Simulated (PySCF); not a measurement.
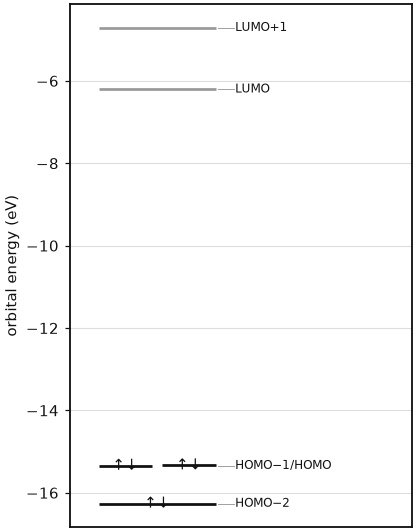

Kohn-Sham orbital energies near the frontier, CAM-B3LYP/def2-SVPD, PySCF 2.14.0, at a GFN2-xTB geometry (no frequency check), isolated molecule; empty levels in grey, levels within 0.03 eV side by side.

### Which molecule has this level scheme?
A. C₆H₈F₂, SMILES F[C@@H]1CC[C@]2(F)C[C@H]12
B. C₆H₆BCl (1-chloroborepin), SMILES ClB1C=CC=CC=C1
C. C₂H₅FPSi⁺, SMILES FC1=C([SiH3])[PH2+]1
D. PH₃O₃, SMILES O=[PH](O)O

Option C. HOMO −15.34 eV, LUMO −6.21 eV, separation 9.13 eV.

Caveats: the tight-binding geometry is rougher than a DFT one and adds to the error.
